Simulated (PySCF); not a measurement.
# Ne, Ne⁺: ionisation energy in pcseg-2

Wanted: the ionisation energy of neon, up a ladder of methods.

The numbers are computed with PySCF 2.14.0 (unrestricted determinants in a Gaussian basis, no spin-orbit coupling in the energies), except any that are marked as measured or tabulated.

## 1. Starting point

```
Element                                   : neon (Z = 10)
Basis                                     : pcseg-2
Hamiltonian                               : no relativity, point nucleus
State 1                                   : Ne: [Ne], closed-shell 1S
State 2                                   : Ne⁺: [He] 2s2 2p5, 2P determinant
Methods                                   : UHF, PBE, LDA, MP2, CCSD(T)
Core shells frozen in the correlated runs : valence: 1s2 (for Ne)
```

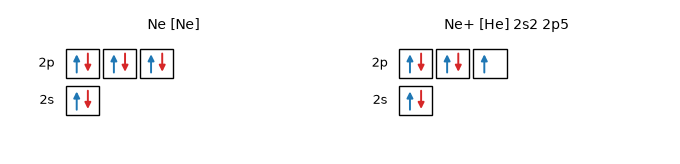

The shells outside the core, filled by Hund's rule for the drawing.

One driver process ran all states and methods and kept the integrals in memory. Each run is shown as a PySCF script that sums up its settings (the driver passes frozen orbitals as a list and adds second-order terms of double hybrids); the logs are those of the runs themselves. The driver starts from symmetry-adapted Hartree-Fock orbitals, holds the occupation by maximum overlap and uses a logarithmic radial grid for functionals, so a plain start would take other cycles.

The driver's launch:

```sh
> OMP_NUM_THREADS=1 python atomrun2.py TASK.json OUT
```

The integrals over 30 functions and the set-up took 0.03 s of CPU time.

## 2. Ne: the ladder of methods

UHF:

File input.py:

```python
from pyscf import gto, scf, dft, mp, cc
import basis_set_exchange as bse
mol = gto.M(atom="Ne 0 0 0", charge=0, spin=0, symmetry="D2h",
            basis=gto.basis.parse(bse.get_basis("pcseg-2", elements=["Ne"], fmt="nwchem", header=False)))
mf = scf.UHF(mol)
mf.irrep_nelec = {'Ag': (2, 2), 'B1u': (1, 1), 'B2u': (1, 1), 'B3u': (1, 1)}
mf.kernel()
```

What it wrote:

```text
damping factor = 0
level_shift factor = 0
DIIS = <class 'pyscf.scf.diis.CDIIS'>
diis_start_cycle = 1
diis_space = 10
diis_damp = 0
SCF conv_tol = 1e-09
SCF conv_tol_grad = None
number electrons alpha = 5  beta = 5
cycle= 1 E= -128.535123050977  delta_E= -3.84e-11  |g|= 6.81e-06  |ddm|= 7e-06
converged SCF energy = -128.535123050977  <S^2> = -8.8817842e-15  2S+1 = 1
```

Time after the integrals: 0.05 s (1 thread of Neoverse-V2, shared host).

Orbital energies by shell (radii are means over both spins):

| shell | electrons | mean orbital energy (eV) | spread (eV) | rms radius (bohr) |
| --- | --- | --- | --- | --- |
| 1s | 2 | -891.55 | 0 | 0.183 |
| 2s | 2 | -52.524 | 0 | 0.984 |
| 2p | 6 | -23.158 | 0 | 1.11 |

⟨S²⟩ = 0.000, ⟨L²⟩ = 0.00.

PBE:

input.py, as changed from the run before:

```diff
@@ -4,3 +4,3 @@
             basis=gto.basis.parse(bse.get_basis("pcseg-2", elements=["Ne"], fmt="nwchem", header=False)))
-mf = scf.UHF(mol)
+mf = dft.UKS(mol, xc="PBE")
 mf.irrep_nelec = {'Ag': (2, 2), 'B1u': (1, 1), 'B2u': (1, 1), 'B3u': (1, 1)}
```

What it wrote:

```text
damping factor = 0
level_shift factor = 0
DIIS = <class 'pyscf.scf.diis.CDIIS'>
diis_start_cycle = 1
diis_space = 10
diis_damp = 0
SCF conv_tol = 1e-09
SCF conv_tol_grad = None
number electrons alpha = 5  beta = 5
XC functionals = PBE
    J. P. Perdew, K. Burke, and M. Ernzerhof.,  Phys. Rev. Lett. 77, 3865 (1996)
    J. P. Perdew, K. Burke, and M. Ernzerhof.,  Phys. Rev. Lett. 78, 1396 (1997)
    J. P. Perdew, K. Burke, and M. Ernzerhof.,  Phys. Rev. Lett. 77, 3865 (1996)
    J. P. Perdew, K. Burke, and M. Ernzerhof.,  Phys. Rev. Lett. 78, 1396 (1997)
cycle= 1 E= -128.855932332908  delta_E= -0.00629  |g|= 0.0551  |ddm|= 0.134
cycle= 2 E= -128.855219240889  delta_E= 0.000713  |g|= 0.0833  |ddm|= 0.0526
cycle= 3 E= -128.856776739122  delta_E= -0.00156  |g|= 0.00424  |ddm|= 0.0263
cycle= 4 E= -128.856781407163  delta_E= -4.67e-06  |g|= 6.41e-06  |ddm|= 0.00174
cycle= 5 E= -128.856781407175  delta_E= -1.2e-11  |g|= 4.61e-08  |ddm|= 3.08e-06
converged SCF energy = -128.856781407175  <S^2> = -4.4408921e-15  2S+1 = 1
```

Time after the integrals: 0.13 s (1 thread of Neoverse-V2, shared host).

LDA:

input.py, as changed from the run before:

```diff
@@ -4,3 +4,3 @@
             basis=gto.basis.parse(bse.get_basis("pcseg-2", elements=["Ne"], fmt="nwchem", header=False)))
-mf = dft.UKS(mol, xc="PBE")
+mf = dft.UKS(mol, xc="LDA,VWN")
 mf.irrep_nelec = {'Ag': (2, 2), 'B1u': (1, 1), 'B2u': (1, 1), 'B3u': (1, 1)}
```

What it wrote:

```text
damping factor = 0
level_shift factor = 0
DIIS = <class 'pyscf.scf.diis.CDIIS'>
diis_start_cycle = 1
diis_space = 10
diis_damp = 0
SCF conv_tol = 1e-09
SCF conv_tol_grad = None
number electrons alpha = 5  beta = 5
XC functionals = LDA,VWN
    P. A. M. Dirac.,  Math. Proc. Cambridge Philos. Soc. 26, 376 (1930)
    F. Bloch.,  Z. Phys. 57, 545 (1929)
    S. H. Vosko, L. Wilk, and M. Nusair.,  Can. J. Phys. 58, 1200 (1980)
cycle= 1 E= -128.220870578861  delta_E= -0.00849  |g|= 0.0751  |ddm|= 0.155
cycle= 2 E= -128.219536243447  delta_E= 0.00133  |g|= 0.113  |ddm|= 0.0672
cycle= 3 E= -128.222313990665  delta_E= -0.00278  |g|= 0.00462  |ddm|= 0.035
cycle= 4 E= -128.222319391906  delta_E= -5.4e-06  |g|= 1.01e-05  |ddm|= 0.00187
cycle= 5 E= -128.222319391923  delta_E= -1.71e-11  |g|= 4.86e-07  |ddm|= 2.54e-06
converged SCF energy = -128.222319391923  <S^2> = -2.6645353e-15  2S+1 = 1
```

Time after the integrals: 0.09 s (1 thread of Neoverse-V2, shared host).

MP2 (valence):

input.py, as changed from the run before:

```diff
@@ -4,4 +4,5 @@
             basis=gto.basis.parse(bse.get_basis("pcseg-2", elements=["Ne"], fmt="nwchem", header=False)))
-mf = dft.UKS(mol, xc="LDA,VWN")
+mf = scf.UHF(mol)
 mf.irrep_nelec = {'Ag': (2, 2), 'B1u': (1, 1), 'B2u': (1, 1), 'B3u': (1, 1)}
 mf.kernel()
+mp.UMP2(mf, frozen=1).kernel()
```

No log was kept for this step.

It took 0.01 s on 1 thread of Neoverse-V2, shared host, the integrals not counted.

With 8 electrons correlated, the MP2 correlation energy is -0.24908 hartree (-0.06617 same spin, -0.18291 opposite spin); the SCS form gives -0.24155. Largest pairs of shells: 2p-2p -0.1832, 2s-2p -0.0573, 2s-2s -0.0086.

CCSD(T) (valence):

input.py, as changed from the run before:

```diff
@@ -7,2 +7,3 @@
 mf.kernel()
-mp.UMP2(mf, frozen=1).kernel()
+mycc = cc.CCSD(mf, frozen=1).run()
+mycc.ccsd_t()
```

What it wrote:

```text
CC2 = 0
CCSD nocc = 4, nmo = 29
frozen orbitals [0]
max_cycle = 100
direct = 0
conv_tol = 1e-08
conv_tol_normt = 1e-06
diis_space = 8
diis_start_cycle = 0
Init t2, MP2 energy = -128.784203000323  E_corr(MP2) -0.2490799493462
Init E_corr(CCSD) = -0.249079949355918
cycle = 1  E_corr(CCSD) = -0.248665244708946  dE = 0.000414704647  norm(t1,t2) = 0.0225282
cycle = 2  E_corr(CCSD) = -0.251676516375485  dE = -0.00301127167  norm(t1,t2) = 0.00517936
cycle = 3  E_corr(CCSD) = -0.251699972367827  dE = -2.34559923e-05  norm(t1,t2) = 0.00180015
cycle = 4  E_corr(CCSD) = -0.251901825101496  dE = -0.000201852734  norm(t1,t2) = 0.000499012
cycle = 5  E_corr(CCSD) = -0.251900009355235  dE = 1.81574626e-06  norm(t1,t2) = 2.65632e-05
cycle = 6  E_corr(CCSD) = -0.251898669894561  dE = 1.33946067e-06  norm(t1,t2) = 3.70072e-06
cycle = 7  E_corr(CCSD) = -0.251898939898257  dE = -2.70003696e-07  norm(t1,t2) = 6.5932e-07
cycle = 8  E_corr(CCSD) = -0.251898942503926  dE = -2.6056689e-09  norm(t1,t2) = 4.94112e-08
CCSD converged
E(CCSD) = -128.7870219934806  E_corr = -0.2518989425039259
CCSD(T) correction = -0.00401031553789938
```

Time after the integrals: 0.12 s (1 thread of Neoverse-V2, shared host).

CCSD correlation -0.25190 hartree, triples -0.00401; total -128.791032. T1 = 0.008, largest double amplitude 0.029.

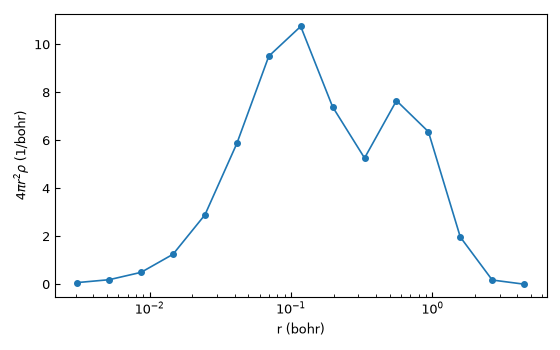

Radial density 4πr²ρ of Ne at UHF, at 15 stored radii joined by straight lines.

## 3. Ne⁺: the ladder of methods

UHF:

File input.py:

```python
from pyscf import gto, scf, dft, mp, cc
import basis_set_exchange as bse
mol = gto.M(atom="Ne 0 0 0", charge=1, spin=1, symmetry="D2h",
            basis=gto.basis.parse(bse.get_basis("pcseg-2", elements=["Ne"], fmt="nwchem", header=False)))
mf = scf.UHF(mol)
mf.irrep_nelec = {'Ag': (2, 2), 'B1u': (1, 1), 'B2u': (1, 1), 'B3u': (1, 0)}
mf.kernel()
```

What it wrote:

```text
damping factor = 0
level_shift factor = 0
DIIS = <class 'pyscf.scf.diis.CDIIS'>
diis_start_cycle = 1
diis_space = 10
diis_damp = 0
SCF conv_tol = 1e-09
SCF conv_tol_grad = None
number electrons alpha = 5  beta = 4
cycle= 1 E= -127.810818442753  delta_E= -0.00444  |g|= 0.0293  |ddm|= 0.0228
cycle= 2 E= -127.810998400315  delta_E= -0.00018  |g|= 0.00613  |ddm|= 0.00506
cycle= 3 E= -127.811007411176  delta_E= -9.01e-06  |g|= 0.000196  |ddm|= 0.00153
cycle= 4 E= -127.811007428472  delta_E= -1.73e-08  |g|= 5.18e-05  |ddm|= 0.000113
cycle= 5 E= -127.811007429761  delta_E= -1.29e-09  |g|= 1.97e-05  |ddm|= 2.81e-05
cycle= 6 E= -127.811007429957  delta_E= -1.96e-10  |g|= 1.62e-06  |ddm|= 1.44e-05
converged SCF energy = -127.811007429957  <S^2> = 0.75256437  2S+1 = 2.0025627
```

It took 0.07 s on 1 thread of Neoverse-V2, shared host, the integrals not counted.

The occupied shells:

| shell | electrons | mean orbital energy (eV) | spread (eV) | rms radius (bohr) |
| --- | --- | --- | --- | --- |
| 1s α | 1 | -915.25 | 0 | 0.183 |
| 1s β | 1 | -913.51 | 0 | 0.183 |
| 2s α | 1 | -74.377 | 0 | 0.945 |
| 2s β | 1 | -68.262 | 0 | 0.945 |
| 2p α | 3 | -44.942 | 3.634 | 0.994 |
| 2p β | 2 | -42.116 | 0 | 0.994 |

⟨S²⟩ = 0.753, ⟨L²⟩ = 2.01.

PBE:

input.py, as changed from the run before:

```diff
@@ -4,3 +4,3 @@
             basis=gto.basis.parse(bse.get_basis("pcseg-2", elements=["Ne"], fmt="nwchem", header=False)))
-mf = scf.UHF(mol)
+mf = dft.UKS(mol, xc="PBE")
 mf.irrep_nelec = {'Ag': (2, 2), 'B1u': (1, 1), 'B2u': (1, 1), 'B3u': (1, 0)}
```

What it wrote:

```text
damping factor = 0
level_shift factor = 0
DIIS = <class 'pyscf.scf.diis.CDIIS'>
diis_start_cycle = 1
diis_space = 10
diis_damp = 0
SCF conv_tol = 1e-09
SCF conv_tol_grad = None
number electrons alpha = 5  beta = 4
XC functionals = PBE
    J. P. Perdew, K. Burke, and M. Ernzerhof.,  Phys. Rev. Lett. 77, 3865 (1996)
    J. P. Perdew, K. Burke, and M. Ernzerhof.,  Phys. Rev. Lett. 78, 1396 (1997)
    J. P. Perdew, K. Burke, and M. Ernzerhof.,  Phys. Rev. Lett. 77, 3865 (1996)
    J. P. Perdew, K. Burke, and M. Ernzerhof.,  Phys. Rev. Lett. 78, 1396 (1997)
cycle= 1 E= -128.05967630134  delta_E= -0.00649  |g|= 0.0215  |ddm|= 0.0923
cycle= 2 E= -128.059716789148  delta_E= -4.05e-05  |g|= 0.0189  |ddm|= 0.0141
cycle= 3 E= -128.059793032574  delta_E= -7.62e-05  |g|= 0.000305  |ddm|= 0.00598
cycle= 4 E= -128.059793055366  delta_E= -2.28e-08  |g|= 4.68e-05  |ddm|= 0.000127
cycle= 5 E= -128.059793055942  delta_E= -5.76e-10  |g|= 1.82e-06  |ddm|= 1.85e-05
converged SCF energy = -128.059793055942  <S^2> = 0.75090579  2S+1 = 2.0009056
```

Time after the integrals: 0.12 s (1 thread of Neoverse-V2, shared host).

LDA:

input.py, as changed from the run before:

```diff
@@ -4,3 +4,3 @@
             basis=gto.basis.parse(bse.get_basis("pcseg-2", elements=["Ne"], fmt="nwchem", header=False)))
-mf = dft.UKS(mol, xc="PBE")
+mf = dft.UKS(mol, xc="LDA,VWN")
 mf.irrep_nelec = {'Ag': (2, 2), 'B1u': (1, 1), 'B2u': (1, 1), 'B3u': (1, 0)}
```

What it wrote:

```text
damping factor = 0
level_shift factor = 0
DIIS = <class 'pyscf.scf.diis.CDIIS'>
diis_start_cycle = 1
diis_space = 10
diis_damp = 0
SCF conv_tol = 1e-09
SCF conv_tol_grad = None
number electrons alpha = 5  beta = 4
XC functionals = LDA,VWN
    P. A. M. Dirac.,  Math. Proc. Cambridge Philos. Soc. 26, 376 (1930)
    F. Bloch.,  Z. Phys. 57, 545 (1929)
    S. H. Vosko, L. Wilk, and M. Nusair.,  Can. J. Phys. 58, 1200 (1980)
cycle= 1 E= -127.406110752132  delta_E= -0.00767  |g|= 0.0351  |ddm|= 0.104
cycle= 2 E= -127.406179619774  delta_E= -6.89e-05  |g|= 0.0316  |ddm|= 0.0215
cycle= 3 E= -127.406386923553  delta_E= -0.000207  |g|= 0.000343  |ddm|= 0.00967
cycle= 4 E= -127.406386951692  delta_E= -2.81e-08  |g|= 1.64e-05  |ddm|= 0.000124
cycle= 5 E= -127.406386951791  delta_E= -9.93e-11  |g|= 1.9e-06  |ddm|= 8.85e-06
converged SCF energy = -127.406386951791  <S^2> = 0.75072131  2S+1 = 2.0007212
```

Time after the integrals: 0.08 s (1 thread of Neoverse-V2, shared host).

MP2 (valence):

input.py, as changed from the run before:

```diff
@@ -4,4 +4,5 @@
             basis=gto.basis.parse(bse.get_basis("pcseg-2", elements=["Ne"], fmt="nwchem", header=False)))
-mf = dft.UKS(mol, xc="LDA,VWN")
+mf = scf.UHF(mol)
 mf.irrep_nelec = {'Ag': (2, 2), 'B1u': (1, 1), 'B2u': (1, 1), 'B3u': (1, 0)}
 mf.kernel()
+mp.UMP2(mf, frozen=1).kernel()
```

No log was kept for this step.

Time after the integrals: 0.01 s (1 thread of Neoverse-V2, shared host).

With 7 electrons correlated, the MP2 correlation energy is -0.17898 hartree (-0.04371 same spin, -0.13526 opposite spin); the SCS form gives -0.17689. Largest pairs of shells: 2p-2p -0.1144, 2s-2p -0.0560, 2s-2s -0.0085.

CCSD(T) (valence):

input.py, as changed from the run before:

```diff
@@ -7,2 +7,3 @@
 mf.kernel()
-mp.UMP2(mf, frozen=1).kernel()
+mycc = cc.CCSD(mf, frozen=1).run()
+mycc.ccsd_t()
```

What it wrote:

```text
CC2 = 0
CCSD nocc = (np.int64(4), np.int64(3)), nmo = (29, 29)
frozen orbitals [[0], [0]]
max_cycle = 100
direct = 0
conv_tol = 1e-08
conv_tol_normt = 1e-06
diis_space = 8
diis_start_cycle = 0
Init t2, MP2 energy = -0.178975809809126
Init E_corr(UCCSD) = -0.178975809809859
cycle = 1  E_corr(UCCSD) = -0.188737055501355  dE = -0.00976124569  norm(t1,t2) = 0.0210112
cycle = 2  E_corr(UCCSD) = -0.190649078132575  dE = -0.00191202263  norm(t1,t2) = 0.00546324
cycle = 3  E_corr(UCCSD) = -0.191266408195662  dE = -0.000617330063  norm(t1,t2) = 0.00229562
cycle = 4  E_corr(UCCSD) = -0.191285576023413  dE = -1.91678278e-05  norm(t1,t2) = 0.00058029
cycle = 5  E_corr(UCCSD) = -0.191268608303084  dE = 1.69677203e-05  norm(t1,t2) = 0.000229982
cycle = 6  E_corr(UCCSD) = -0.191272680990103  dE = -4.07268702e-06  norm(t1,t2) = 2.5227e-05
cycle = 7  E_corr(UCCSD) = -0.191272332705876  dE = 3.48284227e-07  norm(t1,t2) = 4.33726e-06
cycle = 8  E_corr(UCCSD) = -0.191272316534131  dE = 1.61717449e-08  norm(t1,t2) = 6.60309e-07
cycle = 9  E_corr(UCCSD) = -0.191272321625936  dE = -5.09180487e-09  norm(t1,t2) = 1.66548e-07
UCCSD converged
E(UCCSD) = -128.0022797515832  E_corr = -0.1912723216259362
UCCSD(T) correction = -0.00208034864841793
```

It took 0.35 s on 1 thread of Neoverse-V2, shared host, the integrals not counted.

CCSD correlation -0.19127 hartree, triples -0.00208; total -128.004360. T1 = 0.005, largest double amplitude 0.027.

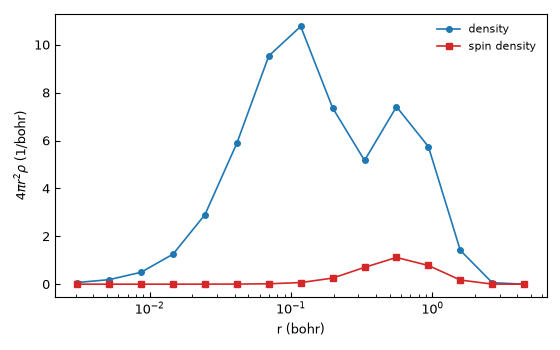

Radial density 4πr²ρ of Ne⁺ at UHF, at 15 stored radii joined by straight lines.

## 4. How the shells move

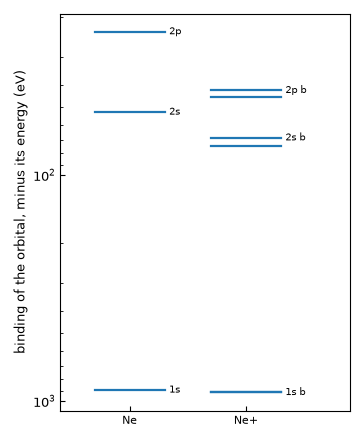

Hartree-Fock orbital energies of the states on a logarithmic scale (a, b: spin up and down; * marks an excited configuration).

## 5. The energy differences

Ionisation energy: Ne [Ne] (1S) → Ne⁺ [He] 2s2 2p5 (2P).

| method | value (eV) | error (eV) | CPU time, both states (s) |
| --- | --- | --- | --- |
| UHF | 19.704 | -1.893 | 0.12 |
| PBE | 21.687 | +0.090 | 0.25 |
| LDA | 22.203 | +0.606 | 0.17 |
| MP2 (valence) | 21.612 | +0.015 | 0.14 |
| SCS-MP2 (valence) | 21.464 | -0.133 | 0.14 |
| CCSD (valence) | 21.354 | -0.243 |  |
| CCSD(T) (valence) | 21.406 | -0.190 | 0.59 |

Reference: 21.597 eV (measured; NIST levels, between the centres of gravity of the two terms). Errors of the correlated levels include the incompleteness of this basis.

Times are CPU seconds on a shared host without the integrals; correlated rows include their Hartree-Fock run, whose time holds the symmetry-adapted start and any spin-orbit constants, while functionals begin from orbitals already made.

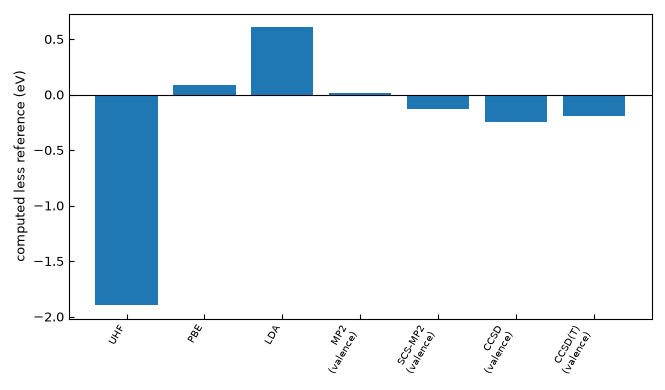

Computed less reference values by method.

## 6. Results

```
             quantity                                                      value
ionisation energy, Ne  UHF 19.704, CCSD(T) (valence) 21.406 eV; reference 21.597
```

Each level's miss and price (over 1 difference):

| method | mean absolute miss against the measured value (with the measured fine structure taken into account where it is known) (eV) | CPU time, both states (s) |
| --- | --- | --- |
| UHF | 1.893 | 0.12 |
| PBE | 0.090 | 0.25 |
| LDA | 0.606 | 0.17 |
| MP2 (valence) | 0.015 | 0.14 |
| SCS-MP2 (valence) | 0.133 | 0.14 |
| CCSD (valence) | 0.243 |  |
| CCSD(T) (valence) | 0.190 | 0.59 |

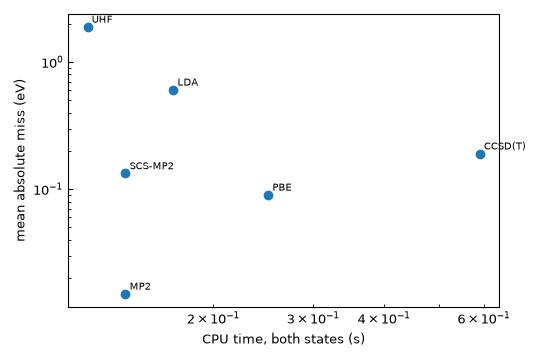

Miss against the measured value (with the measured fine structure taken into account where it is known) and CPU time.

In words: MP2 (valence) lands nearest to the measured value (off by 0.02 eV); UHF misses by most (1.89 eV). In a finite basis a lower level can come nearest by cancelling errors. Hartree-Fock falls short because the species with more electrons holds more correlation energy, which it lacks. PBE is off by +0.09 eV. All values hold for this basis alone; no basis-set limit was taken. The dearest level timed, CCSD(T) (valence), costs 4.9 times the cheapest, UHF, and differs from the measured value (with the measured fine structure taken into account where it is known) by 0.19 against 1.89 eV.
